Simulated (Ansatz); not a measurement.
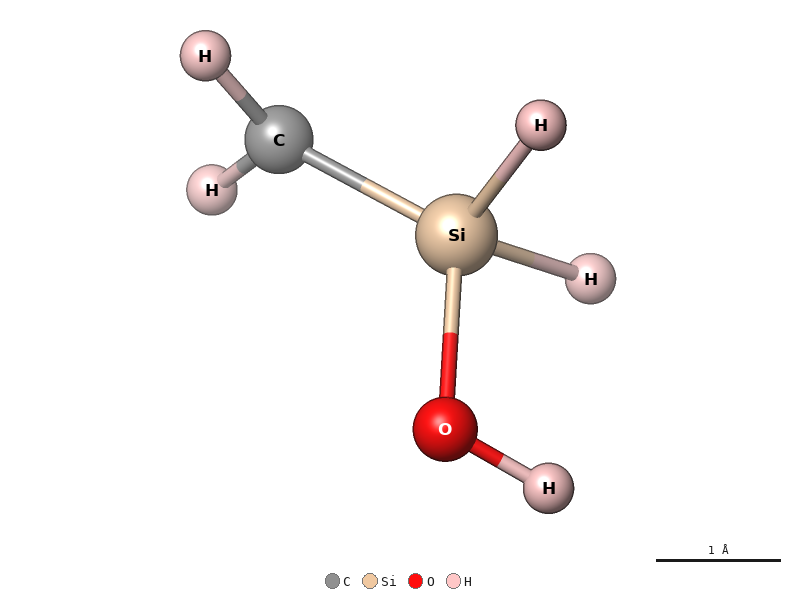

Atoms fade into the background with distance from the viewer. Charge −1, singlet. Computed geometry: PBE-D4/def2-SVPD optimisation. No frequency run is at hand to confirm it as a minimum. Masses are those of the most abundant isotopes; constants are for the rigid equilibrium geometry.

Classify the rotor and give the rotational constants (MHz).

Answer. An asymmetric top (C1): A = 24501, B = 6004, C = 5315 MHz. Ray's parameter κ is −0.93, close to the prolate limit.
